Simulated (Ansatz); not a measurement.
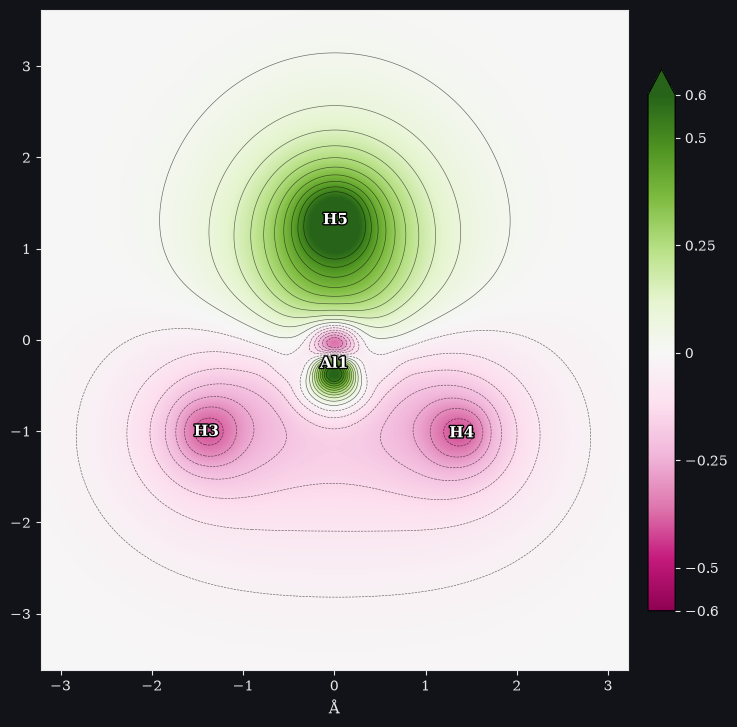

Figure 1: AlH3···HCl. The HOMO−1 on the plane of atoms H3, Al1 and H4 (values in Å⁻³ᐟ²; the overall sign is arbitrary).

Not at a stationary point (largest force 1.1 eV/Å).

The calculation used RKS PBE0-D4/6-31G* in Ansatz 0.2.0.

The calculation's input:

```
crystal:
  periodic: [false, false, false]
  atoms:
    - { symbol: Al, position_ang: [0.0, 0.0, 0.0] }
    - { symbol: Cl, position_ang: [0.0, 0.0, 2.58] }
    - { symbol: H, position_ang: [1.351, 0.0, -0.78] }
    - { symbol: H, position_ang: [-1.351, 0.0, -0.78] }
    - { symbol: H, position_ang: [0.0777, -1.7634, 0.5865] }
    - { symbol: H, position_ang: [0.0662, -1.5022, 1.5585] }
basis:
  gaussian: { orbitals: "6-31G*" }
hamiltonian:
  xc: pbe0
  dispersion: d4
relax:
  f_tol: 0.15
  max_steps: 25
  restrain:
    - { distance: [0, 4], at: 1.56, k: 30.0 }
    - { distance: [5, 1], at: 1.37, k: 30.0 }
    - { distance: [0, 1], at: 3.43, k: 30.0 }
    - { distance: [5, 4], at: 1.86, k: 30.0 }
output:
  orbitals: {}
```

Run with:

```sh
ansatz run input.yaml --threads 1 --pin off --max-ram 2048MiB --backend cpu --events-out ev --progress --plain --runs-dir out
```

The fields are those of the run's last geometry, not of the input's.

> Describe this orbital and give its energy.

It lies mainly on H5 (about 35 %), Al1 (about 35 %), H3 (about 10 %), H4 (about 10 %) and Cl2 (about 5 %). Its energy is −8.94 eV.
